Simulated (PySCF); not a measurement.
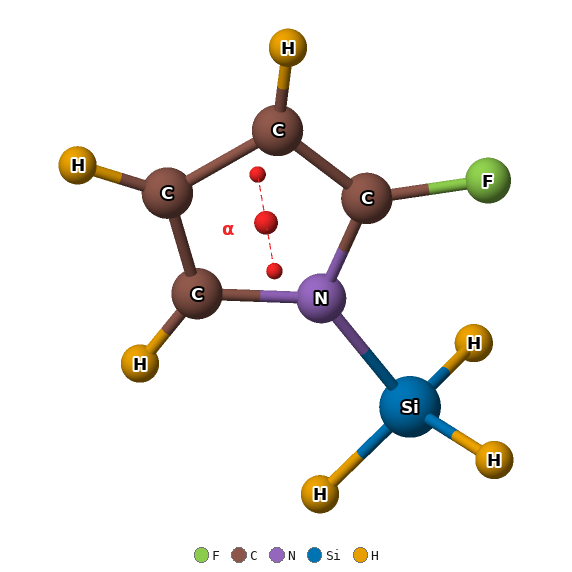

The small points mark where nucleus-independent chemical shifts (NICS) were computed: at the centre of each lettered ring and 1 Å above and below it. Computed geometry: GFN2-xTB optimisation. No frequency run is at hand to confirm it as a minimum. Properties computed with GIAO PBE0/pcSseg-1 NMR shielding, non-relativistic, gas phase (PySCF 2.14.0).

Give NICS(0), NICS(1) and the out-of-plane component NICS(1)zz for each ring (means of the two sides).

| ring | members | NICS(0) | NICS(1) | NICS(1)zz |
| --- | --- | --- | --- | --- |
| α | C4N | −14.0 | −10.1 | −26.1 |

Values in ppm.

What do the values say about the ring currents?

Ring α: diatropic, as in an aromatic ring. NICS is one index among several.

The geometry is semi-empirical. Around Si such bond lengths and angles can be off by a tenth of an ångström or more and by several degrees, and values that hang on the shape move with them.
